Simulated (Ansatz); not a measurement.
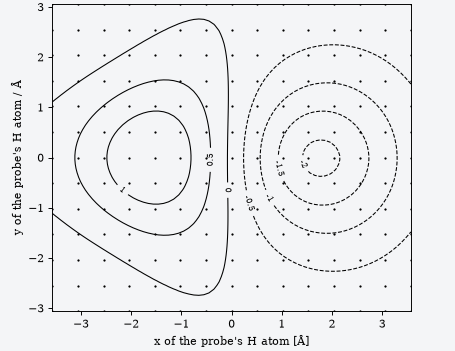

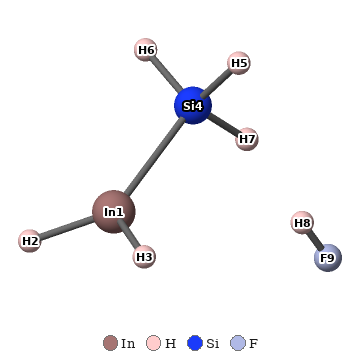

Energy landscape of H₅InSi with the probe HF. The probe is moved over a plane parallel to the molecule's main plane, 3.51 Å above it. First axis: x of the probe's H atom. Second axis: y of the probe's H atom. Nothing is relaxed (molecule and probe rigid, the probe upright with H nearest the plane). The grid has 15 × 13 points. Points are written as (first, second). All energies are given in kcal/mol relative to molecule and probe far apart, each relaxed in its own basis (no counterpoise correction). All numbers below come from RKS PBE-D4/def2-SVPD in Ansatz 0.2.0.

Drawn: contour lines labelled in kcal/mol, dots at the grid points. Between grid points the surface is interpolated. The second picture is the structure at the lowest point.

**Where are the wells?**

The lowest grid point is at (1.53 Å, 0.00 Å), −2.07 kcal/mol from molecule and probe far apart, each relaxed in its own basis (no counterpoise correction). The bottom of the well lies between grid points, at about (1.77 Å, 0.00 Å), about 0.057 kcal/mol lower on the interpolated surface. The highest grid point, (−1.53 Å, 0.00 Å), lies 3.51 kcal/mol above the lowest. Near the minimum the curvatures are about 0.082 and 0.095 eV/Å² along the soft and the stiff direction.

The values on the grid:

| y of the probe's H atom ↓, x of the probe's H atom → | −3.57 | −3.06 | −2.55 | −2.04 | −1.53 | −1.02 | −0.51 | 0.00 | 0.51 | 1.02 | 1.53 | 2.04 | 2.55 | 3.06 | 3.57 |
| --- | --- | --- | --- | --- | --- | --- | --- | --- | --- | --- | --- | --- | --- | --- | --- |
| 3.06 | −0.25 | −0.26 | −0.24 | −0.18 | −0.11 | −0.05 | −0.02 | −0.04 | −0.08 | −0.13 | −0.17 | −0.19 | −0.18 | −0.15 | −0.10 |
| 2.55 | −0.27 | −0.27 | −0.22 | −0.13 | −0.03 | 0.03 | 0.02 | −0.04 | −0.14 | −0.25 | −0.33 | −0.36 | −0.34 | −0.28 | −0.20 |
| 2.04 | −0.23 | −0.19 | −0.09 | 0.05 | 0.16 | 0.20 | 0.13 | −0.04 | −0.25 | −0.45 | −0.58 | −0.62 | −0.57 | −0.46 | −0.33 |
| 1.53 | −0.12 | −0.01 | 0.17 | 0.37 | 0.50 | 0.48 | 0.28 | −0.05 | −0.41 | −0.73 | −0.93 | −0.96 | −0.86 | −0.68 | −0.48 |
| 1.02 | 0.03 | 0.23 | 0.51 | 0.79 | 0.93 | 0.81 | 0.45 | −0.07 | −0.62 | −1.09 | −1.37 | −1.39 | −1.20 | −0.92 | −0.63 |
| 0.51 | 0.17 | 0.46 | 0.82 | 1.16 | 1.29 | 1.10 | 0.58 | −0.11 | −0.82 | −1.45 | −1.84 | −1.84 | −1.52 | −1.12 | −0.75 |
| 0.00 | 0.23 | 0.55 | 0.95 | 1.31 | 1.44 | 1.20 | 0.63 | −0.13 | −0.91 | −1.61 | −2.07 | −2.07 | −1.67 | −1.20 | −0.80 |
| −0.51 | 0.17 | 0.45 | 0.82 | 1.16 | 1.29 | 1.09 | 0.58 | −0.11 | −0.83 | −1.46 | −1.85 | −1.85 | −1.53 | −1.12 | −0.76 |
| −1.02 | 0.03 | 0.23 | 0.51 | 0.79 | 0.92 | 0.81 | 0.44 | −0.08 | −0.63 | −1.10 | −1.38 | −1.41 | −1.21 | −0.92 | −0.64 |
| −1.53 | −0.12 | −0.02 | 0.17 | 0.37 | 0.50 | 0.48 | 0.27 | −0.06 | −0.42 | −0.74 | −0.94 | −0.98 | −0.87 | −0.69 | −0.48 |
| −2.04 | −0.23 | −0.19 | −0.09 | 0.05 | 0.16 | 0.20 | 0.12 | −0.05 | −0.26 | −0.46 | −0.59 | −0.63 | −0.57 | −0.46 | −0.33 |
| −2.55 | −0.27 | −0.27 | −0.22 | −0.13 | −0.03 | 0.03 | 0.02 | −0.05 | −0.15 | −0.26 | −0.34 | −0.36 | −0.34 | −0.28 | −0.20 |
| −3.06 | −0.25 | −0.26 | −0.24 | −0.18 | −0.11 | −0.05 | −0.03 | −0.04 | −0.08 | −0.13 | −0.17 | −0.19 | −0.18 | −0.15 | −0.11 |

The whole map (195 points run) took 15 min on 1 thread of Arm Neoverse V1, with other jobs on the host.
